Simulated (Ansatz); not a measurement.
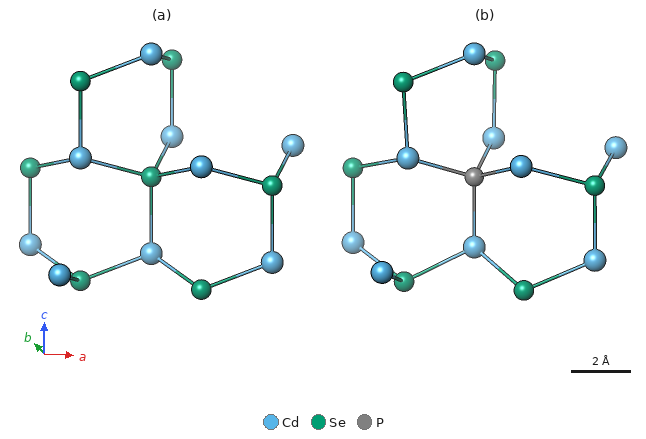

Left: perfect CdSe. Right: the same region with one point defect, after relaxing the atoms in a supercell of 32 sites. The picture is a ball-and-stick view of the atoms within 5.4 Å of one point, in a slice 5.0 Å thick across the line of sight, seen slightly off an axis.

Computed with Ansatz 0.2.0, DFT, PBE, plane-wave PAW, default files, scalar-relativistic. Settings: plane-wave cutoff 420 eV; k-point mesh 3 × 3 × 2; occupations fermi dirac; smearing width 0.01 eV; no spin polarisation. A uniform background neutralises the charged cell. The axes drawn are those of the host's conventional cell.

Q: What kind of defect was made?

A: A selenium atom is replaced by phosphorus.

The charge state of the cell is −1.

Q: What does the relaxation do around it?

A: In the host the Se atom has 4 Cd at 2.61 to 2.70 Å; the P atom ends with 4 Cd at 2.46 to 2.47 Å. Of the host's atoms, a cadmium atom moves furthest from its site, by 0.23 Å. Relaxing the atoms from the host's sites lowers the energy by 0.65 eV.

Limits of the set-up: the cell is charged, on a uniform background, and energies carry no finite-size correction.
